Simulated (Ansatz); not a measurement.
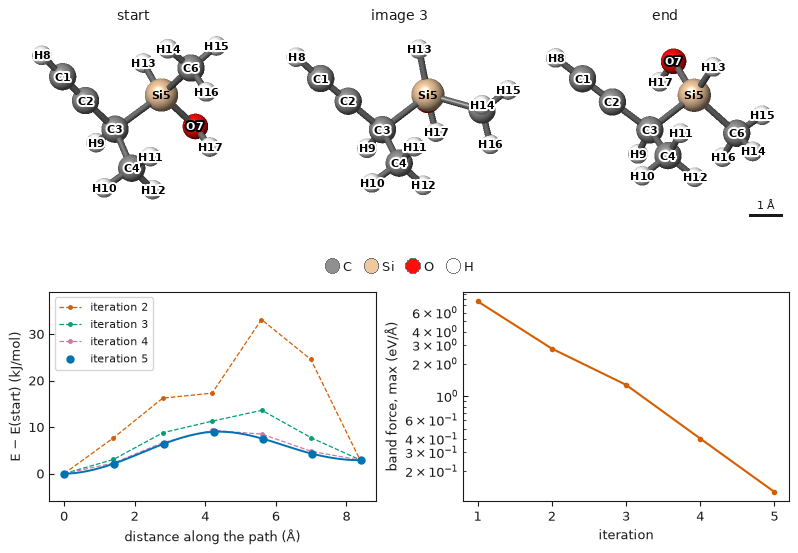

A nudged-elastic-band calculation for C5H10OSi. Images are numbered from 0 (start) to 6 (end). The plot follows the band through its iterations. A ball-and-stick model, seen at a tilt.

Method: RKS PBE0-D4/STO-3G in Ansatz 0.2.0. Set-up: 5 movable images; climbing image; force threshold 0.2 eV/Å; iteration limit 60; starting path through a guess of the saddle point.

### Did the band converge, and can the barrier be trusted?

The run is converged, with reservations. The band converged in 5 iterations. The largest component of the band force went from 7.7 to 0.13 eV/Å. The climbing image converged on the top of the path. Its curvatures weren't checked. The force threshold is loose. The first iteration put the highest image at 181.1 kJ/mol. The energy climbs by 9.0 kJ/mol to image 3 and then falls by 6.1 kJ/mol, so the end point sits at +2.9 kJ/mol.

Limits of the set-up: STO-3G is a minimal basis, so the numbers are rough.

The run took 2.3 min on 1 thread of Arm Neoverse V1, with other jobs on the host, peak memory 0.14 GiB.
